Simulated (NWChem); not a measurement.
## Exact exchange and the dipole moment of H2O (water)

The species is H2O (3 atoms), meant as a singlet with charge 0. As SMILES, `O`. The shape is that of a PBE0-D4/def2-TZVP optimisation.

The dipole moment y, in D, basis aug-cc-pVTZ; a is the functional's share of exact exchange. Programs: NWChem 7.3.0.

```
functional  program     a  y (D)
      TPSS   NWChem     0   1.80
       PBE   NWChem     0   1.79
     B3LYP   NWChem   0.2      ?
      PBE0   NWChem  0.25   1.85
     BHLYP   NWChem   0.5   1.91
```

Fit y = c + s·a to the known rows and predict B3LYP.


1. Means of the 4 rows: a = 0.1875, y = 1.837.
2. Σ(Δa)² = 0.17188, Σ(Δa·Δy) = 0.039375, so the slope is 0.039375/0.17188 = 0.22908.
3. Intercept: 1.837 − (0.22908) × 0.1875 = 1.794. The largest residual of the fit is 0.006.
4. B3LYP: 1.794 + (0.22908) × 0.2 = 1.84 D.

The run gave 1.85 D, so the prediction is off by -0.01 D, at the rounding of the table. More exact exchange makes the molecule more polar here. The measured value is 1.85 D (NIST CCCBDB); in this basis the line meets it at a = 0.24.

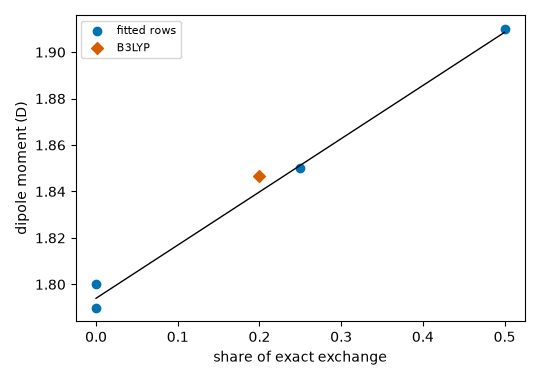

The fitted line, with the withheld row.
